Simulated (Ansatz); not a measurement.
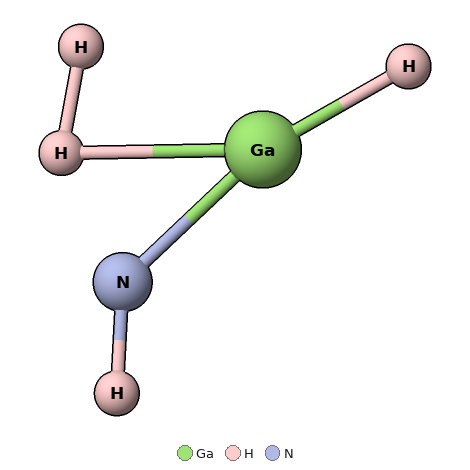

Sticks follow a distance rule. Harmonic vibrations computed with RKS PBE0-D4/def2-SVP (Ansatz 0.2.0) at a stationary point of the same level.

Q: Minimum or transition state?

A: A first-order saddle point: one imaginary frequency, 1566i cm⁻¹.

Q: How many vibrational modes are there, and where do they lie?

A: 12 modes: 1566i, 413, 447, 571, 615, 810, 930, 1042, 1665, 1926, 2012, 3573 cm⁻¹.
